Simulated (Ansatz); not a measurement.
LiNbP₂ (space group P-6m2, No. 187). Coordinates: the geometry relaxed with DFT PBE, scalar-relativistic, plane waves, PAW (Ansatz 0.2.0); the starting structure was generated, so it need not be a known form of this composition.

```
Li Nb P
1.0
     3.62393    0.00000    0.00000
    -1.81197    3.13842    0.00000
     0.00000    0.00000    5.43971
Li Nb P
1 1 2
Direct
  0.00000 0.00000 0.00000
  0.00000 0.00000 0.50000
  0.33333 0.66667 0.23182
  0.33333 0.66667 0.76818
```

Describe how the polyhedra about Nb are linked (bonds: Nb–P below 2.9 Å).

Nb: NbP6 trigonal prism, sharing edges with six neighbours.

They form layers of edge-sharing trigonal prisms parallel to (001). Their corner atoms also have Li as close neighbours (those links are not drawn).

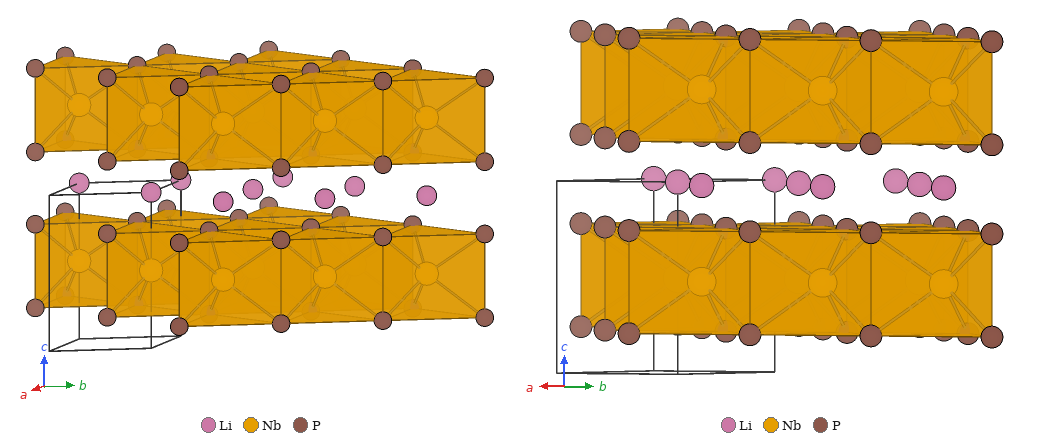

Polyhedra are drawn about Nb (bonds: Nb–P below 2.9 Å); other atoms are plain spheres. Two views of the same piece.
